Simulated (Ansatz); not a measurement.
```xyz
4

Br    1.2981    2.2243   -0.2147
N    -1.6607    1.6543    1.4457
Si   -0.8936    2.1157    0.0633
H    -1.6179    2.5148   -1.1647
```

Geometry: B3LYP/6-31G*.

These are results of isolated molecule in a Gaussian basis; Kohn-Sham density functional theory, functional PBE0 (Ansatz 0.2.0), not measurements.

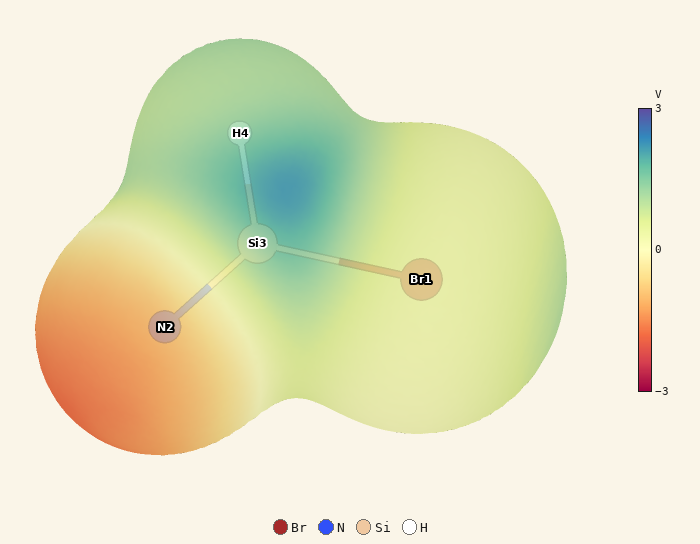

BrHNSi (SMILES [N]=[SiH]Br) (doublet). The molecular electrostatic potential painted on the density surface at 0.002 e/bohr³, seen across its widest extent; the colour scale runs from red (negative) to blue (positive).

### Describe the electrostatic potential map.

The most negative region (about −1.7 V) lies over N2, the most positive (about +2.1 V) over Si3. Br1 shows a σ-hole: about +1.0 V at the tip opposite its bond, against about +0.2 V on its flanks. N2 is the likeliest acceptor of a hydrogen bond.
